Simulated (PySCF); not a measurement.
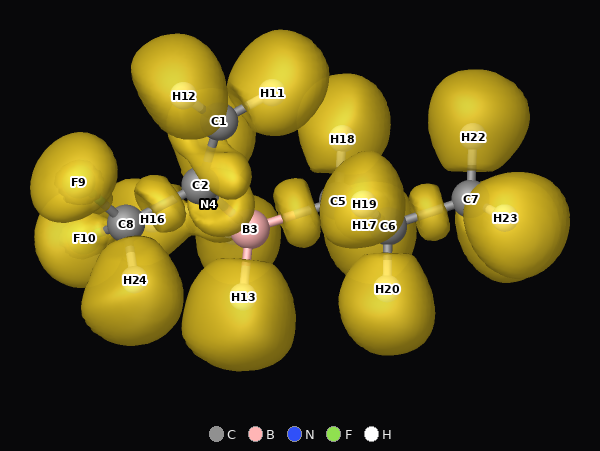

The picture shows: C₆H₁₄BF₂N. Isosurface of the ELF at 0.75 (yellow), seen from one side. Only the valence region is drawn (cores and ρ < 0.01 e/Å³ removed).

Geometry: GFN2-xTB.

The calculation used PBE0/pcSseg-1, SCF density, gas phase, non-relativistic (PySCF).

| atom | x (Å) | y (Å) | z (Å) |
| --- | --- | --- | --- |
| C | -1.5815 | 1.3613 | 0.4508 |
| C | -1.5342 | 0.0842 | 0.1000 |
| B | -0.2601 | -0.7202 | -0.4938 |
| N | -0.5497 | -0.7961 | -2.1145 |
| C | 1.1634 | 0.0473 | -0.3380 |
| C | 1.6675 | 0.0944 | 1.1047 |
| C | 2.9987 | 0.8272 | 1.2341 |
| C | -2.7740 | -0.7514 | 0.2624 |
| F | -3.8991 | -0.0487 | 0.5539 |
| F | -3.0757 | -1.4103 | -0.9127 |
| H | -0.7141 | 1.9914 | 0.3635 |
| H | -2.4686 | 1.8313 | 0.8487 |
| H | -0.2362 | -1.8495 | -0.1140 |
| H | 0.1851 | -1.3267 | -2.5704 |
| H | -0.5704 | 0.1497 | -2.4827 |
| H | -1.4502 | -1.2426 | -2.2662 |
| H | 1.9300 | -0.4580 | -0.9356 |
| H | 1.1131 | 1.0737 | -0.7135 |
| H | 0.9201 | 0.5841 | 1.7313 |
| H | 1.7796 | -0.9271 | 1.4728 |
| H | 3.7631 | 0.3410 | 0.6302 |
| H | 2.9032 | 1.8578 | 0.8964 |
| H | 3.3358 | 0.8376 | 2.2686 |
| H | -2.6575 | -1.5305 | 1.0316 |

### Describe the localisation domains.

The ELF exceeds this value in two regions between bonded B–C atoms (shared pairs), four regions between bonded C–C atoms (shared pairs), eleven regions around hydrogen nuclei, two regions on F in which the atom's valence shell and bonds are merged and one joined region spread over several atoms (H, N), in which their bonds and any lone pairs are merged. Profiles from the grid: C–C (1.33 Å): the ELF peaks at about 0.90 between the atoms; a short, multiple covalent bond. C–F (1.36 Å): the ELF peaks at about 0.85 between the atoms (a shared but strongly polarised pair).
